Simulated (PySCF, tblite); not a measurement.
**C₄H₉ClSSi: geometry, infrared bands and NMR shifts**

What infrared bands and NMR shifts should C₄H₉ClSSi (`CCC(=S)C[SiH2]Cl`) show?

Programs: tblite 0.8.0 and PySCF 2.14.0, with density-fitted response routines of our own. Each step states its level of theory. These are calculated values for one molecule in the gas phase, unless marked as measured. Atoms count from 0, in the outputs and in this text.

## (1) The starting structure

16 atoms, charge 0, multiplicity 1; geometry from: force field or distance geometry start.

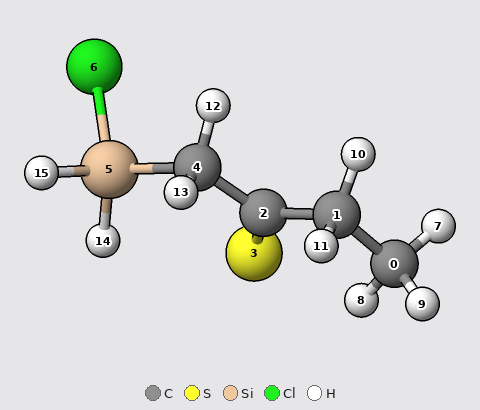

As it starts; carbon grey, sulfur yellow, silicon light orange, chlorine green, hydrogen white, atoms numbered; sticks join atoms by distance.

## (2) Optimising the geometry with GFN2-xTB

The job: settings as JSON, then the geometry in Å.

```
{"job": {"kind": "relax", "xc": "GFN2-xTB", "basis": "xTB"}, "charge": 0, "multiplicity": 1}
C     -2.492000    -0.456300    -0.492200
C     -1.422800    -0.343800     0.550100
C     -0.148000    -0.011200    -0.152700
S     -0.049100     0.180000    -1.564200
C      1.064300     0.149900     0.676200
Si     2.583800     0.573600    -0.296900
Cl     3.866800    -1.062700    -0.569200
H     -2.735500    -1.514300    -0.670000
H     -2.135000     0.075600    -1.394400
H     -3.391800     0.102200    -0.103500
H     -1.306300    -1.276100     1.159400
H     -1.655500     0.540600     1.191000
H      1.280300    -0.760700     1.267500
H      0.885100     0.972300     1.393000
H      2.301400     1.297100    -1.549800
H      3.346600     1.542800     0.544100
```

Command:

```console
> OMP_NUM_THREADS=1 python probes_run.py task.json out
```

One launch serves the whole session: the jobs run in the order shown.

Standard output:

```text
step      E/eV     max force
  0    -615.93668   14.886
  1    -616.71113    6.855
  2    -617.20290    3.778
  3    -617.40619    2.086
  4    -617.46668    0.518
  5    -617.50679    0.426
  6    -617.57223    0.486
  7    -617.58938    0.389
  8    -617.61950    0.353
  9    -617.63836    0.450
 10    -617.65881    0.287
 11    -617.67188    0.239
 12    -617.68448    0.306
 13    -617.69643    0.403
 14    -617.70759    0.328
 15    -617.71679    0.231
 16    -617.72294    0.152
 17    -617.72771    0.165
 18    -617.73342    0.258
 19    -617.73928    0.253
 20    -617.74395    0.164
 21    -617.74753    0.151
 22    -617.75087    0.183
 23    -617.75493    0.267
 24    -617.75972    0.240
 25    -617.76366    0.136
 26    -617.76636    0.120
 27    -617.76876    0.147
 28    -617.77143    0.178
 29    -617.77450    0.140
 30    -617.77786    0.169
 31    -617.78135    0.176
 32    -617.78508    0.163
 33    -617.78915    0.151
 34    -617.79316    0.157
 35    -617.79715    0.173
 36    -617.80151    0.166
 37    -617.80591    0.158
 38    -617.80959    0.141
 39    -617.81238    0.133
 40    -617.81471    0.153
 41    -617.81660    0.179
 42    -617.81989    0.138
 43    -617.82363    0.112
 44    -617.82539    0.114
 45    -617.82714    0.101
 46    -617.82907    0.110
 47    -617.83101    0.110
 48    -617.83213    0.071
 49    -617.83284    0.067
 50    -617.83355    0.068
 51    -617.83444    0.091
 52    -617.83540    0.091
 53    -617.83632    0.078
 54    -617.83718    0.076
 55    -617.83796    0.069
 56    -617.83853    0.052
 57    -617.83888    0.039
 58    -617.83914    0.044
 59    -617.83941    0.036
 60    -617.83965    0.035
 61    -617.83980    0.030
 62    -617.83990    0.028
 63    -617.84000    0.027
 64    -617.84009    0.022
 65    -617.84016    0.016
 66    -617.84019    0.012
 67    -617.84021    0.011
 68    -617.84024    0.013
 69    -617.84028    0.015
 70    -617.84031    0.014
 71    -617.84033    0.010
 72    -617.84035    0.013
 73    -617.84039    0.018
 74    -617.84044    0.021
 75    -617.84050    0.024
 76    -617.84057    0.025
 77    -617.84067    0.025
 78    -617.84080    0.035
 79    -617.84096    0.040
 80    -617.84113    0.028
 81    -617.84133    0.036
 82    -617.84160    0.049
 83    -617.84204    0.066
 84    -617.84263    0.075
 85    -617.84330    0.075
 86    -617.84401    0.077
 87    -617.84494    0.084
 88    -617.84621    0.135
 89    -617.84754    0.146
 90    -617.84342    0.241
 91    -617.84900    0.069
 92    -617.84933    0.039
 93    -617.84960    0.044
 94    -617.84975    0.053
 95    -617.84994    0.052
 96    -617.85032    0.021
 97    -617.85048    0.024
 98    -617.85056    0.023
 99    -617.85062    0.023
100    -617.85070    0.016
101    -617.85077    0.021
102    -617.85083    0.023
103    -617.85089    0.015
104    -617.85095    0.017
105    -617.85101    0.018
106    -617.85109    0.019
107    -617.85119    0.023
108    -617.85130    0.024
109    -617.85143    0.025
110    -617.85161    0.029
111    -617.85188    0.041
112    -617.85225    0.048
113    -617.85268    0.041
114    -617.85307    0.044
115    -617.85340    0.047
116    -617.85381    0.058
117    -617.85429    0.124
118    -617.85558    0.109
119    -617.85738    0.126
120    -617.85913    0.193
121    -617.85665    0.278
122    -617.86218    0.076
123    -617.86351    0.080
124    -617.86459    0.118
125    -617.86713    0.083
126    -617.86852    0.088
127    -617.86944    0.078
128    -617.87038    0.081
129    -617.87229    0.157
130    -617.87390    0.163
131    -617.87645    0.155
132    -617.88051    0.170
133    -617.88356    0.308
134    -617.88849    0.155
135    -617.89250    0.190
136    -617.89825    0.146
137    -617.89437    0.367
138    -617.90744    0.175
139    -617.91220    0.172
140    -617.91878    0.323
141    -617.92436    0.242
142    -617.92957    0.171
143    -617.93456    0.227
144    -617.94042    0.157
145    -617.94642    0.204
146    -617.94790    0.217
147    -617.95075    0.143
148    -617.95190    0.142
149    -617.95347    0.100
150    -617.95469    0.069
151    -617.95551    0.065
152    -617.95618    0.072
153    -617.95677    0.067
154    -617.95766    0.090
155    -617.95870    0.094
156    -617.95989    0.092
157    -617.96114    0.073
158    -617.96197    0.071
159    -617.96258    0.072
160    -617.96314    0.069
161    -617.96372    0.060
162    -617.96424    0.056
163    -617.96489    0.065
164    -617.96601    0.069
165    -617.96729    0.085
166    -617.96881    0.073
167    -617.97040    0.071
168    -617.96979    0.161
169    -617.97284    0.068
170    -617.97389    0.061
171    -617.97511    0.154
172    -617.97657    0.061
173    -617.97724    0.060
174    -617.97827    0.094
175    -617.97932    0.040
176    -617.97974    0.040
177    -617.98054    0.052
178    -617.98092    0.049
179    -617.98156    0.058
180    -617.98202    0.048
181    -617.98254    0.056
182    -617.98300    0.050
183    -617.98341    0.054
184    -617.98378    0.037
185    -617.98412    0.035
186    -617.98433    0.031
187    -617.98451    0.035
188    -617.98472    0.035
189    -617.98485    0.029
190    -617.98499    0.029
191    -617.98516    0.029
192    -617.98532    0.028
193    -617.98542    0.023
194    -617.98549    0.019
195    -617.98554    0.015
196    -617.98560    0.015
197    -617.98566    0.015
198    -617.98576    0.017
199    -617.98586    0.019
200    -617.98599    0.024
201    -617.98612    0.027
202    -617.98625    0.024
203    -617.98638    0.019
204    -617.98648    0.025
205    -617.98655    0.019
206    -617.98660    0.018
207    -617.98667    0.022
208    -617.98675    0.025
209    -617.98685    0.027
210    -617.98697    0.025
211    -617.98708    0.021
212    -617.98718    0.027
213    -617.98729    0.031
214    -617.98742    0.039
215    -617.98759    0.033
216    -617.98781    0.049
217    -617.98813    0.059
218    -617.98870    0.057
219    -617.98953    0.072
220    -617.99035    0.063
221    -617.99029    0.114
222    -617.99085    0.070
223    -617.99125    0.039
224    -617.99147    0.032
225    -617.99180    0.046
226    -617.99205    0.038
227    -617.99221    0.023
228    -617.99225    0.015
229    -617.99229    0.008
```

It took 3.4 s on 1 thread of Arm Neoverse N1, shared host.

Relaxation path: (not every step is listed)

```
step  energy from step 0 (eV)  largest force (eV/Å)
   0                   0.0000               14.8863
   1                  -0.7745                6.8551
   2                  -1.2662                3.7779
   3                  -1.4695                2.0857
   4                  -1.5300                0.5181
   5                  -1.5701                0.4257
   6                  -1.6355                0.4857
   7                  -1.6527                0.3890
   8                  -1.6828                0.3530
  29                  -1.8378                0.1401
  50                  -1.8969                0.0684
  71                  -1.9036                0.0105
  92                  -1.9126                0.0388
 113                  -1.9160                0.0410
 134                  -1.9518                0.1547
 155                  -2.0220                0.0942
 176                  -2.0431                0.0398
 197                  -2.0490                0.0148
 218                  -2.0520                0.0566
 224                  -2.0548                0.0319
 225                  -2.0551                0.0459
 226                  -2.0554                0.0382
 227                  -2.0555                0.0233
 228                  -2.0556                0.0149
 229                  -2.0556                0.0083
```

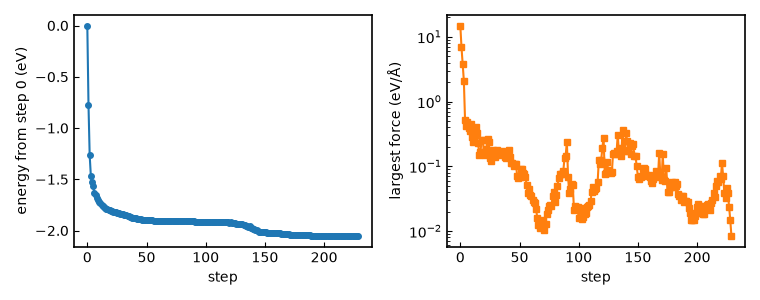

Energy and force, step by step.

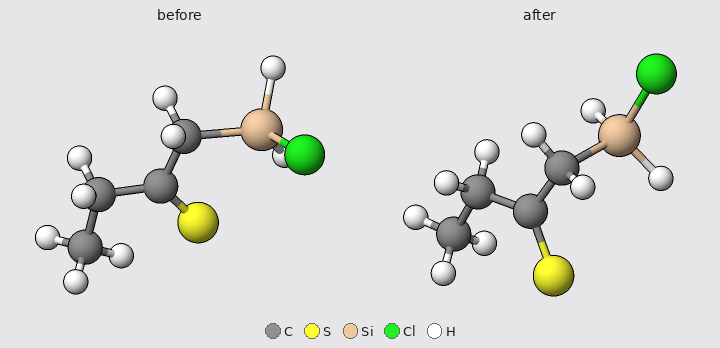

Before and after, at one scale.

Close pairs (by a distance rule), those that changed most:

| bond | before (Å) | after (Å) | change (Å) |
| --- | --- | --- | --- |
| C2–S3 | 1.428 | 1.629 | +0.201 |
| Si5–Cl6 | 2.097 | 2.012 | -0.085 |
| C4–Si5 | 1.853 | 1.924 | +0.070 |
| C0–H9 | 1.128 | 1.087 | -0.041 |
| Si5–H15 | 1.493 | 1.462 | -0.031 |
| C0–C1 | 1.497 | 1.521 | +0.024 |
| C1–H10 | 1.120 | 1.096 | -0.024 |
| C1–H11 | 1.117 | 1.095 | -0.022 |

The final coordinates are the input of the step that follows.

## (3) Harmonic vibrations with GFN2-xTB

The job: settings as JSON, then the geometry in Å.

```
{"job": {"kind": "ir", "xc": "GFN2-xTB", "basis": "xTB"}, "charge": 0, "multiplicity": 1}
C     -2.456782     0.119207    -0.302051
C     -1.185005    -0.061757     0.512714
C     -0.072793    -0.740038    -0.223424
S     -0.285255    -1.454940    -1.671205
C      1.257981    -0.696578     0.414811
Si     2.255271     0.805103    -0.256200
Cl     3.995993     0.859130     0.751546
H     -2.839055    -0.845648    -0.624318
H     -2.255322     0.715715    -1.188572
H     -3.218552     0.617119     0.292625
H     -1.403825    -0.660948     1.404323
H     -0.819706     0.907382     0.867745
H      1.821522    -1.598274     0.172271
H      1.171272    -0.619260     1.500145
H      2.514076     0.628000    -1.677488
H      1.512582     2.034732     0.015668
```

Standard output:

```text
mode    cm-1     km/mol
  1      32.3      2.38
  2      38.0      0.35
  3      63.0      3.88
  4     114.5      2.81
  5     144.0      1.95
  6     210.9      0.53
  7     230.9      2.46
  8     344.1      2.35
  9     439.6      3.64
 10     458.8     34.46
 11     478.6      7.68
 12     522.6     58.98
 13     566.0      5.15
 14     687.5    187.95
 15     707.7    365.00
 16     757.4     60.97
 17     768.7    142.03
 18     792.5     38.23
 19     801.9     23.19
 20     995.7     31.27
 21    1040.5     11.66
 22    1059.1     12.95
 23    1104.2     22.79
 24    1159.1    289.35
 25    1182.3     25.88
 26    1229.5      4.06
 27    1282.6     69.79
 28    1328.7     28.09
 29    1413.6      4.32
 30    1438.1      2.74
 31    1448.8      6.31
 32    1489.5      6.93
 33    1498.6      7.45
 34    2264.0    208.15
 35    2328.7    127.65
 36    2917.8     15.31
 37    2945.0     16.71
 38    2966.5     33.42
 39    2984.3     16.72
 40    3041.4     41.16
 41    3043.9     20.05
 42    3053.8     15.22
```

Wall time 1.1 s (1 thread of Arm Neoverse N1, shared host).

Which atoms move in the most intense modes:

| cm⁻¹ | km/mol | atoms |
| --- | --- | --- |
| 688 | 187.9 | C4 35 %, Si5 25 % |
| 708 | 365.0 | H15 47 %, H14 35 %, C4 10 % |
| 757 | 61.0 | C4 31 %, C1 18 %, S3 17 % |
| 769 | 142.0 | H14 48 %, H15 45 % |
| 1159 | 289.4 | C4 27 %, H13 27 %, H12 21 %, C2 13 % |
| 1283 | 69.8 | C2 57 %, C1 14 %, H13 11 % |
| 2264 | 208.2 | H15 94 % |
| 2329 | 127.7 | H14 95 % |

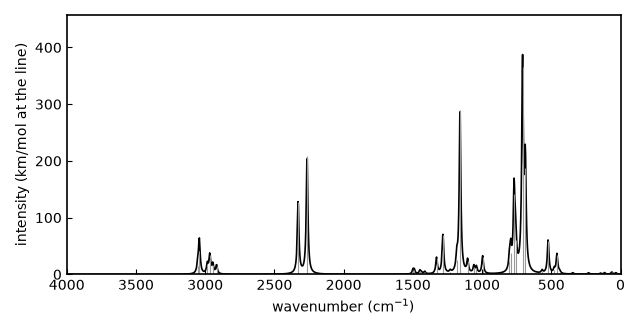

The infrared spectrum from these modes, unscaled. Lines are broadened to a width of 14 cm⁻¹ (Lorentzian).

## (4) NMR shieldings: PBE0/pcSseg-1

Settings changed since step 3:

```diff
@@ -1,2 +1,2 @@
-{"job": {"kind": "ir", "xc": "GFN2-xTB", "basis": "xTB"}, "charge": 0, "multiplicity": 1}
+{"job": {"kind": "nmr", "xc": "PBE0", "basis": "pcSseg-1"}, "charge": 0, "multiplicity": 1}
 C     -2.456782     0.119207    -0.302051
```

Method: GIAO PBE0/pcSseg-1 NMR shielding, non-relativistic, gas phase.

Standard output:

```text
coarse grid: 14800 points
cycle   1  E = -1304.9882495480  dE =  6.773e-01  |g| = 4.572e-01  |ddm| = 3.674e+00
cycle   2  E = -1304.9384193515  dE =  4.983e-02  |g| = 6.461e-01  |ddm| = 1.288e+00
cycle   3  E = -1305.0420747235  dE = -1.037e-01  |g| = 1.696e-01  |ddm| = 8.785e-01
cycle   4  E = -1305.0494743945  dE = -7.400e-03  |g| = 3.966e-02  |ddm| = 2.321e-01
cycle   5  E = -1305.0499122913  dE = -4.379e-04  |g| = 4.890e-03  |ddm| = 6.303e-02
cycle   6  E = -1305.0499186766  dE = -6.385e-06  |g| = 1.945e-03  |ddm| = 9.041e-03
final grid: 128600 points
cycle   7  E = -1305.0920840492  dE = -2.710e-05  |g| = 1.088e-02  |ddm| = 2.941e-02
cycle   8  E = -1305.0920156943  dE =  6.835e-05  |g| = 1.883e-02  |ddm| = 3.254e-02
cycle   9  E = -1305.0921118248  dE = -9.613e-05  |g| = 3.084e-03  |ddm| = 2.503e-02
cycle  10  E = -1305.0921142985  dE = -2.474e-06  |g| = 2.823e-04  |ddm| = 3.365e-03
cycle  11  E = -1305.0921143165  dE = -1.796e-08  |g| = 5.685e-05  |ddm| = 4.188e-04
cycle  12  E = -1305.0921143173  dE = -7.792e-10  |g| = 2.479e-05  |ddm| = 1.057e-04
converged SCF energy = -1305.0921143173

GIAO shielding tensors (ppm)
atom      isotropic    diamagn.    paramagn.     s11        s22        s33       span
  0 C      170.564     245.737     -75.174    163.547    170.049    178.095     14.548
  1 C      139.065     250.040    -110.975    113.548    138.914    164.734     51.186
  2 C      -83.720     262.264    -345.984   -250.752   -139.625    139.217    389.969
  3 S     -416.034    1058.987   -1475.021  -1595.488   -363.226    710.611   2306.098
  4 C      131.806     254.816    -123.011     85.273    126.994    183.149     97.876
  5 Si     356.982     877.304    -520.323    326.198    352.706    392.041     65.843
  6 Cl     992.590    1146.855    -154.266    945.516    983.146   1049.107    103.591
  7 H       29.975      29.622       0.353     25.341     28.911     35.673     10.332
  8 H       30.725      30.039       0.686     27.051     28.895     36.229      9.179
  9 H       30.611      27.936       2.675     25.871     28.258     37.704     11.833
 10 H       28.928      30.838      -1.910     24.111     29.400     33.273      9.162
 11 H       28.552      32.672      -4.120     23.885     29.193     32.580      8.695
 12 H       27.703      31.066      -3.362     24.641     27.917     30.552      5.912
 13 H       28.059      32.188      -4.129     24.974     29.113     30.089      5.115
 14 H       26.742      28.251      -1.509     22.495     26.518     31.214      8.719
 15 H       26.700      28.975      -2.275     22.494     26.503     31.103      8.608
```

Wall time 58 s (1 thread of Arm Neoverse N1, shared host); peak memory 0.83 GiB.

Shifts follow as δ = σ(reference) − σ, with reference shieldings (ppm) from runs at the same level and on the same kind of geometry: 1H TMS 31.72, 13C TMS 186.9, 29Si TMS 349.2, 33S CS2 504, 35Cl HCl 950. The references are single molecules in the gas phase. Atoms listed in one row are averaged.

| atoms | environment | σ (ppm) | δ (ppm) | δ scaled to CDCl3 |
| --- | --- | --- | --- | --- |
| C2 | thiocarbonyl carbon | -83.7 | 270.6 | 257.8 |
| C4 | sp3 CH2 bonded to Si | 131.8 | 55.1 | 51.9 |
| C1 | sp3 CH2 | 139.1 | 47.9 | 44.8 |
| C0 | methyl carbon | 170.6 | 16.4 | 14.1 |
| H14, H15 | hydrogen on a silicon bonded to C, Cl | 26.72 | 5.00 | – |
| H12, H13 | hydrogen on an sp3 CH2 bonded to Si | 27.88 | 3.84 | 3.72 |
| H10, H11 | hydrogen on an sp3 CH2 | 28.74 | 2.98 | 2.91 |
| H7, H8, H9 | hydrogen on a methyl carbon | 30.44 | 1.28 | 1.31 |
| S3 | thione sulfur | -416 | 920 | – |
| Si5 | silicon bonded to C, Cl, 2 H | 357.0 | -7.8 | – |
| Cl6 | chlorine bonded to Si | 993 | -43 | – |

The scaled column applies a straight-line fit of computed shieldings to shifts measured in CDCl3, with any fitted terms for Cl, Br or S neighbours (root-mean-square error 0.16 ppm for H, 1.9 ppm for C).

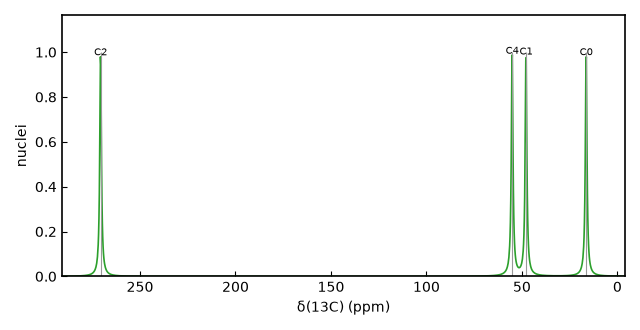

13C lines at the computed shifts, without couplings. Lines are broadened to a width of 1 ppm (Lorentzian).

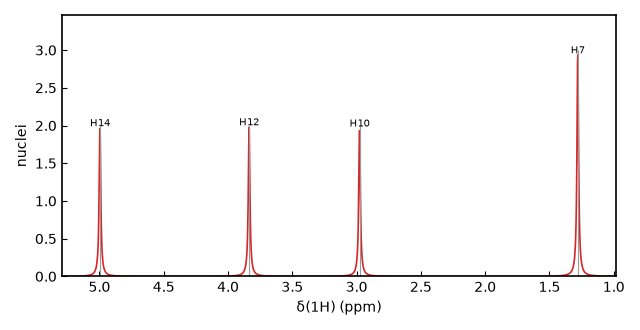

1H lines at the computed shifts, without couplings. Lines are broadened to a width of 0.01 ppm (Lorentzian).

Charges from the same density, by scheme (e):

```
atoms  Mulliken    IAO  Hirshfeld  ESP fit
   C0     -0.25  -0.42      -0.13    -0.32
   C1     -0.19  -0.27      -0.07     0.22
   C2     -0.39  -0.02       0.06     0.16
   S3     -0.06  -0.12      -0.11    -0.24
   C4     -0.40  -0.55      -0.16    -0.52
  Si5      0.70   0.82       0.36     0.33
  Cl6     -0.31  -0.30      -0.11    -0.16
```

Hirshfeld charges:

C0 -0.13; C1 -0.07; C2 0.06; S3 -0.11; C4 -0.16; Si5 0.36; Cl6 -0.11; H7 0.03; H8 0.03; H9 0.04; H10 0.05; H11 0.05; H12 0.05; H13 0.05; H14 -0.07; H15 -0.07

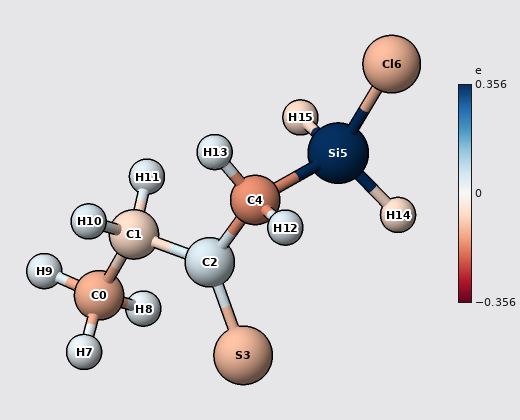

Hirshfeld charges, as colours on the atoms.

Mayer bond orders: C0–C1 1.08, C1–C2 0.95, C2–S3 1.89, C2–C4 1.03, C4–Si5 0.85, Si5–Cl6 0.98.

## (5) Results

| quantity | value |
| --- | --- |
| strongest single infrared mode (GFN2-xTB) | 708 cm⁻¹, 365 km/mol |
| zero-point energy (GFN2-xTB) | 73.4 kcal/mol |
| 13C shifts against TMS (PBE0/pcSseg-1) | 270.6, 55.1, 47.9, 16.4 ppm |
| 1H shifts against TMS (PBE0/pcSseg-1, means over atoms taken as alike) | 5.00, 3.84, 2.98, 1.28 ppm |
| 33S shifts against CS2 (PBE0/pcSseg-1) | 920 ppm |
| 29Si shifts against TMS (PBE0/pcSseg-1) | -7.8 ppm |
| 35Cl shifts against HCl (PBE0/pcSseg-1) | -43 ppm |

**Reading.** Relaxing lowered the energy by 2.056 eV in 229 steps; the close pair that moved most is C2–S3, from 1.428 to 1.629 Å. All 42 modes are real, so the xTB geometry is a minimum. The strongest single mode, at 708 cm⁻¹, moves mainly H15 and H14. GFN2-xTB is a fitted tight-binding method: band positions and strengths are rough. Its intensities can rank the bands wrongly. C2 (thiocarbonyl carbon) lies farthest downfield among carbon, at 270.6 ppm; low-lying n→π* states of the double bond to the heteroatom give a large paramagnetic term (-346 ppm). At PBE0/pcSseg-1: The widest tensor belongs to S3: span 2306 ppm, with a paramagnetic part of -1475 ppm.
